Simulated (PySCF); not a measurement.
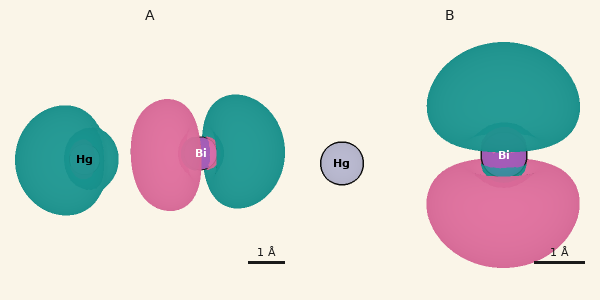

The picture shows: HgBi (quartet). Two frontier α-spin orbitals, each drawn at the value that holds 80 % of its norm (teal and pink are the two phases), in no order; of a degenerate pair one member is drawn.

Core potentials replace the inner electrons of Hg and Bi.

Method: PySCF 2.14.0, PBE0/cc-pVDZ(-PP), non-relativistic Hamiltonian with scalar-relativistic core potentials where named, at a bond length of 3.404 Å.

Label each orbital by symmetry, say whether it is occupied, and order them by energy.

Answer. Orbital B: π, occupied in this spin, −6.22 eV; almost wholly on Bi.
Orbital A: σ, occupied in this spin, −5.68 eV; shared between the atoms (Hg 30 %, Bi 70 %).
